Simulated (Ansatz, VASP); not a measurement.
## Cross-check of CsGeBr3 between VASP and Ansatz

Wanted: the spread between two codes on one cell, functional and k mesh.

Method: plane waves, with VASP 6.6.1 beside it; single point at LDA, in Ansatz 0.2.0.

### Step 1. Set-up

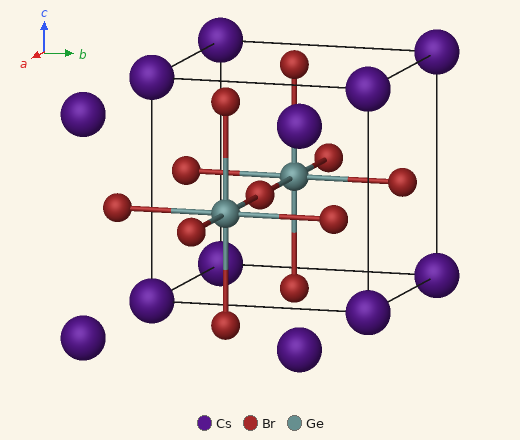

The starting structure, seen slightly off an axis (caesium purple, bromine red, germanium teal). 2×1×1 cells are drawn. Some periodic images of atoms are drawn too.

### Step 2. Ansatz: single point, LDA

Ansatz runs on its default PAW (the set named soft_2) files.

A single point gives forces, pressure and levels at one fixed geometry, so differences don't come from the geometry; what else differs is listed under the comparison.

The input, input.yaml:

```yaml
crystal:
  lattice:
    - [5.53332714, 0.0, 0.0]
    - [0.0, 5.53332714, 0.0]
    - [0.0, 0.0, 5.53332714]
  atoms:
    - { symbol: Cs, position: [0.0, 0.0, 0.0] }
    - { symbol: Br, position: [0.5, 0.5, 0.0] }
    - { symbol: Br, position: [0.5, 0.0, 0.5] }
    - { symbol: Br, position: [0.0, 0.5, 0.5] }
    - { symbol: Ge, position: [0.5, 0.5, 0.5] }
hamiltonian:
  xc: lda
  pseudopotentials: { kind: paw }
kpoints:
  mp_grid: { grid: [4, 4, 4] }
scf:
  occupations: { method: gaussian, width: 0.01 }
  n_extra_bands: 5
output:
  forces: true
  stress: true
  eigenvalues: true
```

Run with:

```bash
$ ansatz run input.yaml --threads 2 --pin off --max-ram 4608MiB --backend cpu --events-out ev --progress --plain --runs-dir out
```

Numbers of over 12 decimals in the logs are rounded to 6 here.

The program printed:

```text
scf.n_extra_bands = 5 over 22 filled bands (N_el = 44.0): the run solves 27 bands
Engine: ansatz 0.2.0, x86_64-unknown-linux-gnu
Pseudopotentials: kind: paw
Pseudopotential: Cs, paw, valence charge 9, recommended cutoff 420 eV (normal), Cs.paw.azcp
Pseudopotential: Br, paw, valence charge 7, recommended cutoff 420 eV (normal), Br.paw.azcp
Pseudopotential: Ge, paw, valence charge 14, recommended cutoff 420 eV (normal), Ge.paw.azcp
Functional definition: SPW92
  exchange = slater_x
  correlation = pw_c
Crystal: 5 atoms, lattice volume = 169.418 Å³
Basis set: ecut = 420 eV, 3287 PW (Γ)
Bands: 27, of which v1, the nominal top of the filled ones, is band 22 counted from 1 (21 counted from 0)
Symmetry: 48 space group operations
Space group: Pm-3m (ITA 221), of the structure as read, at distance tolerance 5.5e-5 Å
k-points: 10 of 64
Non-local potential: Cs, projectors of the file, l = 0: 3, l = 1: 2, l = 2: 2, l = 3: 2
Non-local potential: Br, projectors of the file, l = 0: 2, l = 1: 2, l = 2: 2
Non-local potential: Ge, projectors of the file, l = 0: 2, l = 1: 2, l = 2: 3, l = 3: 1
PAW form: soft (Blöchl's): semilocal exchange-correlation on the pseudo side does not see the compensation charge
PAW frozen core: Cs, regenerated for the run's functional, and the local potential with it (the file was generated under x = pbe(κ = 0.804, μ = 0.219515), c = pbe(β = 0.066725))
PAW frozen core: Br, regenerated for the run's functional, and the local potential with it (the file was generated under x = pbe(κ = 0.804, μ = 0.219515), c = pbe(β = 0.066725))
PAW frozen core: Ge, regenerated for the run's functional, and the local potential with it (the file was generated under x = pbe(κ = 0.804, μ = 0.219515), c = pbe(β = 0.066725))
PAW one-centre angular grid: Cs, 194 points (default); XC on 64 Gauss nodes
PAW one-centre angular grid: Br, 110 points (default); XC on 64 Gauss nodes
PAW one-centre angular grid: Ge, 590 points (default); XC on 64 Gauss nodes
Initial density: superposition of atomic densities (neutral atoms: chi_scale 0, normalization atom), corrected by the library's trained network
Initial wavefunctions: pseudopotential atomic-orbital guess
Functional: x = slater, c = lda
SCF iter   1: F=—  HF=-17807.617488 eV  |F-HF|=—  |Δ(HF+E_count)|=         —  Δρ=4.09e-3  dr2=1.91e-2  ethr=1.77e-3  ⟨swp⟩=8.2  Hψ=1337  notcnv=0
preconditioner: auto → Resta (q_TF=auto, 2.179 Å⁻¹)  ε∞=3.5  [insulator: Δε(μ)=0.547 eV  Ē_g=10.188 eV  σ=0.010 eV  W_gap=1.00  n_scr=26 (ndim 8)  ℏωp=16.1 eV  f_vac=0.028  D(μ)=0.00/eV (n_scr^D=0)  ε∞_Penn≈3.5]
SCF iter   2: F=—  HF=-17807.610598 eV  |F-HF|=—  |Δ(HF+E_count)|=   6.89e-3  Δρ=2.14e-3  dr2=5.98e-3  ethr=4.34e-5  ⟨swp⟩=2.4  Hψ=560  notcnv=0  defer=9
SCF iter   3: F=—  HF=-17807.609381 eV  |F-HF|=—  |Δ(HF+E_count)|=   1.22e-3  Δρ=4.44e-4  dr2=5.12e-4  ethr=1.36e-5  ⟨swp⟩=4.0  Hψ=456  notcnv=0  defer=10
SCF iter   4: F=—  HF=-17807.609262 eV  |F-HF|=—  |Δ(HF+E_count)|=   1.19e-4  Δρ=1.48e-4  dr2=5.07e-5  ethr=1.16e-6  ⟨swp⟩=2.0  Hψ=468  notcnv=0  defer=10
SCF iter   5: F=—  HF=-17807.609256 eV  |F-HF|=—  |Δ(HF+E_count)|=   6.14e-6  Δρ=6.45e-5  dr2=6.69e-6  ethr=1.15e-7  ⟨swp⟩=2.0  Hψ=474  notcnv=0  defer=10
SCF iter   6: F=—  HF=-17807.609248 eV  |F-HF|=—  |Δ(HF+E_count)|=   7.17e-6  Δρ=1.39e-5  dr2=4.89e-7  ethr=1.52e-8  ⟨swp⟩=2.0  Hψ=480  notcnv=0  defer=10
SCF iter   7: F=-17807.609248 eV  HF=-17807.609248 eV  |F-HF|=1.84e-9  |Δ(HF+E_count)|=   2.40e-8  Δρ=3.58e-6  dr2=3.35e-8  ethr=2.27e-10  ⟨swp⟩=10.7  Hψ=1303  notcnv=0
SCF 1 converged in 7 iterations: F = -17807.609248 eV  dr2 = 3.35e-8
  greatest PAW one-centre occupation: 0.999 electrons in one spin orbital (limit 2), on the Ge atom at site 4 (counted from 0), in its partial waves of l = 2
SCF converged after 7 iterations
Free energy (F): -17807.609248 eV
Harris-Foulkes:  -17807.609248 eV  (|F-HF|=1.84e-9)
Internal energy: -17807.609248 eV  (E = F + TS)
E sigma→0 (E₀):  -17807.609248 eV
Fermi energy:    4.651603 eV
--- Per-component energies (eV) ---
  E_band       = -312.395880
  E_kinetic    = 652.056159
  E_local      = -3969.392249  (includes V_loc(G=0)·N_el)
  E_nonlocal   = 662.851723
  E_hartree    = 1605.337820
  E_xc         = -1030.997010
  E_vxc        = -505.240437  (∫ρ·V_xc dr)
  E_paw        = -13319.234489  (= ΣΔE_a)
  E_vpaw       = -363.343581  (= ΣTr[D̂ρ^β])
  E_aug_tail   = 0.000266  (compensation charges beyond the density's cutoff)
  E_ewald      = -2411.029885
  E_core_change = 2.798416  (= ΣΔE_core)
  E_smearing   = -0.000000  (= −TS)
  E_closure    = -0.000000  (closes the sum)
  Σ components = -17807.609248   (vs F -17807.609248, Δ=0.00e0)
--- Forces (eV/Å), atoms counted from 1 ---
  atom   1  Cs    -0.00000000     0.00000000     0.00000000
  atom   2  Br    -0.00000000    -0.00000000     0.00000000
  atom   3  Br    -0.00000000     0.00000000    -0.00000000
  atom   4  Br     0.00000000     0.00000000     0.00000000
  atom   5  Ge     0.00000000    -0.00000000     0.00000000
  max |Σ_I F_I| component: 4.47e-29 eV/Å
--- Stress (GPa, compression-positive) ---
       -1.891500       0.000000       0.000000
        0.000000      -1.891500      -0.000000
       -0.000000       0.000000      -1.891500
  P = ⅓ Tr σ = -1.8915 GPa (-18.915 kbar)
--- Band table (eV; the first three rows and the last of 10) ---
  k-point 0: bands = [... 18 lower, 1.9299, 2.1853, 2.1853, 2.1853, 7.2119, 8.0011, 8.0011, 8.7237, ... 1 higher]
  k-point 1: bands = [... 18 lower, 1.8148, 2.0670, 2.0670, 2.1171, 7.7862, 7.9706, 8.4913, 8.5949, ... 1 higher]
  k-point 2: bands = [... 18 lower, 1.7064, 1.9620, 1.9620, 2.6770, 5.8809, 8.8852, 9.3308, 9.3308, ... 1 higher]
  k-point 9: bands = [... 18 lower, 2.5977, 2.5977, 2.5977, 4.3904, 4.9130, 4.9130, 4.9130, 8.7626, ... 1 higher]
```

The job ended after 1.4 s (2 threads of Intel Xeon Platinum 8488C (Sapphire Rapids), shared host; peak memory 0.47 GiB).

The run ends at a pressure of -1.89 GPa.

### Step 3. VASP: single point, LDA

The same cell, functional (in two slightly different forms), mesh and smearing now go to VASP, with its own data sets and cutoff.

Lines of VASP's logs that name or quote its potential files are left out, and so is its time.

The input, INCAR:

```
SYSTEM = CsGeBr3
PREC = Accurate
ENCUT = 410
EDIFF = 1E-07
NELM = 100
ISMEAR = 0
SIGMA = 0.01
LREAL = .FALSE.
ALGO = Normal
GGA = CA
NBANDS = 28
LORBIT = 11
LWAVE = .FALSE.
LCHARG = .FALSE.
KPAR = 2
```

The input, POSCAR:

```
CsGeBr3
1.0
    5.5333271400      0.0000000000      0.0000000000
    0.0000000000      5.5333271400      0.0000000000
    0.0000000000      0.0000000000      5.5333271400
Cs Br Ge
1 3 1
Direct
    0.0000000000      0.0000000000      0.0000000000
    0.5000000000      0.5000000000      0.0000000000
    0.5000000000      0.0000000000      0.5000000000
    0.0000000000      0.5000000000      0.5000000000
    0.5000000000      0.5000000000      0.5000000000
```

The input, KPOINTS:

```
Automatic mesh
0
Gamma
4 4 4
0 0 0
```

The projector-augmented-wave data sets are Cs_sv, Br and Ge_d (PBE family, release 64).

Run with:

```bash
$ mpirun -np 2 vasp_std
```

The program printed:

```text
[banner, memory and clock lines left out]
running    2 mpi-ranks, on    1 nodes
 distrk:  each k-point on    1 cores,    2 groups
 distr:  one band on    1 cores,    1 groups

 POSCAR found type information on POSCAR CsBrGe
 POSCAR found :  3 types and       5 ions
|                                                                             |
|               ----> ADVICE to this user running VASP <----                  |
|                                                                             |
|     You enforced a specific xc type in the INCAR file but a different       |
|     [... a line on the potential file left out ...]
|     I HOPE YOU KNOW WHAT YOU ARE DOING!                                     |
|                                                                             |

 LDA part: xc-table for (Slater(with rela. corr.)+CA(PZ))
 , standard interpolation
 POSCAR, INCAR and KPOINTS ok, starting setup
 FFT: planning ... GRIDC
 FFT: planning ... GRID_SOFT
 FFT: planning ... GRID
 WAVECAR not read
 entering main loop
       N       E                     dE             d eps       ncg     rms          rms(c)
DAV:   1     0.366408764192E+03    0.36641E+03   -0.17717E+04   680   0.177E+03
DAV:   2     0.340069737647E+02   -0.33240E+03   -0.31887E+03   660   0.470E+02
DAV:   3    -0.163124937136E+02   -0.50319E+02   -0.49375E+02   644   0.137E+02
DAV:   4    -0.185737020383E+02   -0.22612E+01   -0.22536E+01   708   0.354E+01
DAV:   5    -0.186199039522E+02   -0.46202E-01   -0.46149E-01   720   0.462E+00    0.537E+00
DAV:   6    -0.182328927209E+02    0.38701E+00   -0.70577E-01   792   0.543E+00    0.302E+00
DAV:   7    -0.181975940112E+02    0.35299E-01   -0.27186E-01   732   0.239E+00    0.978E-01
DAV:   8    -0.181971096020E+02    0.48441E-03   -0.38676E-02   696   0.156E+00    0.123E-01
DAV:   9    -0.181965540213E+02    0.55558E-03   -0.25863E-03   768   0.453E-01    0.550E-02
DAV:  10    -0.181966192729E+02   -0.65252E-04   -0.36438E-04   712   0.121E-01    0.341E-02
DAV:  11    -0.181966117613E+02    0.75117E-05   -0.53999E-05   728   0.552E-02    0.433E-03
DAV:  12    -0.181966118718E+02   -0.11058E-06   -0.82126E-06   704   0.222E-02    0.335E-03
DAV:  13    -0.181966119793E+02   -0.10745E-06   -0.37181E-07   712   0.481E-03    0.186E-03
DAV:  14    -0.181966119043E+02    0.75021E-07   -0.27140E-07   580   0.582E-03
   1 F= -.18196612E+02 E0= -.18196612E+02  d E =-.321394E-24
```

From OUTCAR (step 3):

```text
ion  position               nearest neighbor table
   1  0.000  0.000  0.000-
   2  0.500  0.500  0.000-   5 2.77   5 2.77
   3  0.500  0.000  0.500-   5 2.77   5 2.77
   4  0.000  0.500  0.500-   5 2.77   5 2.77
   5  0.500  0.500  0.500-   2 2.77   3 2.77   4 2.77   2 2.77   3 2.77   4 2.77

  LATTYP: Found a simple cubic cell.
 ALAT       =     5.5333271400

 Subroutine GETGRP returns: Found 48 space group operations
 (whereof 48 operations were pure point group operations)

The static configuration has the point symmetry O_h .

 Found     10 irreducible k-points:

   k-points           NKPTS =     10   k-points in BZ     NKDIM =     10   number of bands    NBANDS=     28

   dimension x,y,z NGX =    40 NGY =   40 NGZ =   40
   dimension x,y,z NGXF=    80 NGYF=   80 NGZF=   80

   ENCUT  =  410.0 eV  30.13 Ry    5.49 a.u.   9.14  9.14  9.14*2*pi/ulx,y,z

   NELECT =      44.0000    total number of electrons

 k-points in reciprocal lattice and weights: Automatic mesh
   0.00000000  0.00000000  0.00000000       0.016
   0.25000000  0.00000000  0.00000000       0.094
   0.50000000  0.00000000  0.00000000       0.047
   0.25000000  0.25000000  0.00000000       0.188
   0.50000000  0.25000000  0.00000000       0.188
   0.50000000  0.50000000  0.00000000       0.047
   0.25000000  0.25000000  0.25000000       0.125
   0.50000000  0.25000000  0.25000000       0.188
   0.50000000  0.50000000  0.25000000       0.094
   0.50000000  0.50000000  0.50000000       0.016

 average (electrostatic) potential at core
       1 -49.0838       2 -63.9112       3 -63.9112       4 -63.9112       5 -77.6919

 E-fermi :   1.6823

 k-point     1 :       0.0000    0.0000    0.0000
  band No.  band energies     occupation
    ...
     18      -0.8708      2.00000
     19      -0.8708      2.00000
     20      -0.6155      2.00000
     21      -0.6155      2.00000
     22      -0.6155      2.00000
     23       4.4181      0.00000
     24       5.1793      0.00000
     25       5.1793      0.00000
     26       5.9009      0.00000
     27       5.9009      0.00000
    ...

 k-point     2 :       0.2500    0.0000    0.0000
  band No.  band energies     occupation
    ...
     18      -0.9872      2.00000
     19      -0.9872      2.00000
     20      -0.7350      2.00000
     21      -0.7350      2.00000
     22      -0.6831      2.00000
     23       4.9913      0.00000
     24       5.1759      0.00000
     25       5.6766      0.00000
     26       5.7777      0.00000
     27       6.1684      0.00000
    ...

 k-point     3 :       0.5000    0.0000    0.0000
  band No.  band energies     occupation
    ...
     18      -1.1075      2.00000
     19      -1.0996      2.00000
     20      -0.8421      2.00000
     21      -0.8421      2.00000
     22      -0.1143      2.00000
     23       3.0781      0.00000
     24       6.0836      0.00000
     25       6.5361      0.00000
     26       6.5369      0.00000
     27       6.5628      0.00000
    ...

  Total       -2.0132970     -2.0132970     -2.0132970      0.0000000      0.0000000      0.0000000
  in kB      -19.0396689    -19.0396689    -19.0396689      0.0000000      0.0000000      0.0000000
  external PRESSURE =     -19.0396689 kB  Pullay stress =       0.0000000 kB

  energy-cutoff  :      410.00
  volume of cell :      169.42
      direct lattice vectors                 reciprocal lattice vectors
     5.533327140  0.000000000  0.000000000     0.180723094  0.000000000  0.000000000
     0.000000000  5.533327140  0.000000000     0.000000000  0.180723094  0.000000000
     0.000000000  0.000000000  5.533327140     0.000000000  0.000000000  0.180723094

 POSITION                                       TOTAL-FORCE (eV/Angst)
 -----------------------------------------------------------------------------------
      0.00000      0.00000      0.00000         0.000000      0.000000      0.000000
      2.76666      2.76666      0.00000         0.000000      0.000000      0.000000
      2.76666      0.00000      2.76666         0.000000      0.000000      0.000000
      0.00000      2.76666      2.76666         0.000000      0.000000      0.000000
      2.76666      2.76666      2.76666         0.000000      0.000000      0.000000
 -----------------------------------------------------------------------------------
    total drift:                               -0.000000      0.000000     -0.000000

  FREE ENERGIE OF THE ION-ELECTRON SYSTEM (eV)
  ---------------------------------------------------
  free  energy   TOTEN  =       -18.1966119043 eV

  energy  without entropy=      -18.1966119043  energy(sigma->0) =      -18.19661190

 total charge
# of ion       s       p       d       tot
------------------------------------------
    1        1.887   4.662   0.021   6.570
    2        1.606   3.199   0.012   4.817
    3        1.606   3.199   0.012   4.817
    4        1.606   3.199   0.012   4.817
    5        1.387   0.597  10.029  12.014
--------------------------------------------------
tot          8.094  14.855  10.086  33.035

[... 3 further parts left out ...]
```

The run ends at a pressure of -1.90 GPa.

### Step 4. Side by side

Known differences besides the PAW data sets themselves: the two LDA forms differ slightly; the cutoff is 420 eV in Ansatz and 410 eV in VASP; Ansatz makes its cores anew for this functional, VASP keeps those of its PBE data sets. Total energies have different zeros and are not compared.

The two programs side by side:

```csv
quantity,Ansatz,VASP,difference
pressure (GPa),-1.89,-1.90,+0.01
gap on the k mesh (eV),0.523,0.496,+0.027
```

Ansatz's pressure holds a Pulay correction of 0.02 GPa; VASP's holds none.

### Step 5. What came out

```json
{"difference in gap on the k mesh (single point, LDA)": "0.027 eV"}
```

What this shows: The difference in gap on the k mesh is 0.027 eV (single point, LDA), within the 0.08 eV picked in this series as the mark of a large difference. 1 further run on this material is not shown. How closely two codes agree says nothing of how well the functional describes the real material.

[Lines on the potential files, build, host, timing and source positions are cut from VASP's logs without a mark.]

[Logs are printed without paths, hosts, clocks, repeated set-up lines and the standing remarks that a program may print on its own settings, such as how far it seeks lower states.]

[Hosts, paths, dates, database ids (printed as entryN), source tags and the programs' standing remarks are cut or masked in the printed files.]
